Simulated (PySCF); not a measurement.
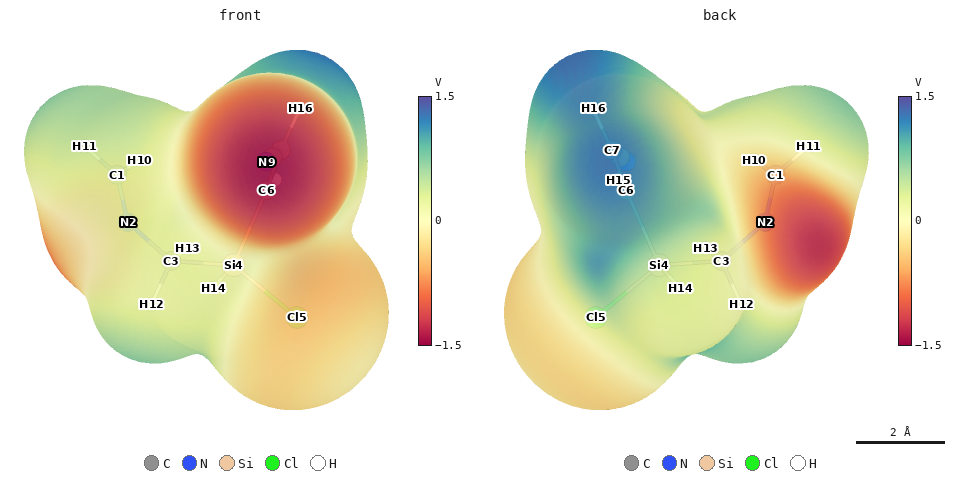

*C5H7ClN2Si. The electrostatic potential painted on the density surface at 0.001 e/bohr³, seen from the front and from behind; red is negative and blue positive.*

Geometry: GFN2-xTB.

Computed with PBE0/pcSseg-1, SCF density, gas phase, non-relativistic (PySCF 2.14.0).

```xyz
16

C     1.7529   -1.3480   -0.6702
N     1.6420   -0.1318   -0.9482
C     1.3351    0.8173    0.0708
Si   -0.3991    1.5494   -0.2848
Cl   -0.8637    2.8383    1.2023
C    -1.7299    0.1989   -0.3455
C    -1.8808   -0.8096    0.5168
C    -1.0370   -1.0312    1.6225
N    -0.3630   -1.2445    2.5259
H     1.6490   -1.7637    0.3378
H     1.9697   -2.0391   -1.4713
H     2.0669    1.6252   -0.0073
H     1.3945    0.3932    1.0850
H    -0.4216    2.2355   -1.5732
H    -2.4443    0.2580   -1.1571
H    -2.6785   -1.5390    0.4204
```

**Describe the electrostatic potential map.**

The most negative region (about −1.4 V) lies over N9, the most positive (about +1.3 V) over H16. N9 is the likeliest acceptor of a hydrogen bond.
